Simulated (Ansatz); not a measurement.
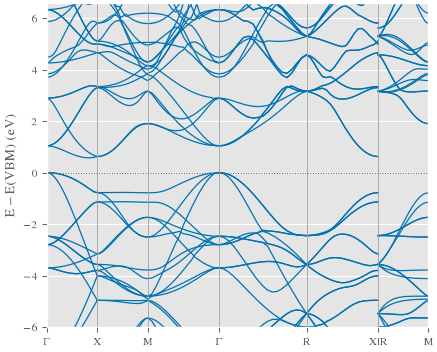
Figure: Band structure from DFT-PBE in the program Ansatz with PAW potentials

### Question
Read off the gap and where the band edges lie.

### Answer
About 0.6 eV (0.57 eV by a search for the band edges); maximum at Γ, minimum on the Γ–X line, 83 % of the way from Γ.

### Question
Which of these materials gives this?
(A) ZnO, Pm-3n (Zn on 6c, O on 6d)
(B) YB3C3, Pm-3n (Y on 2a, B on 6d, C on 6c)
(C) SiRu, P2_13 (Si on 4a, Ru on 4a)
(D) BAs, Pm-3n (B on 6c, As on 6d)

### Answer
D, BAs, Pm-3n (B on 6c, As on 6d)

The start of the workflow was typed in or built on a structure type; neither database checked (COD, Materials Project) lists it. It is not the phase usual at ambient conditions (space group No. 216). The cell was relaxed with PBE under the symmetry of its start; its stability against distortions is not shown here. Its formation energy is positive at this level, so the cell may be metastable or incomplete. Scalar-relativistic: spin–orbit coupling is off unless named, which matters more the heavier the elements.

Potentials: the earlier of the program's two PAW sets.
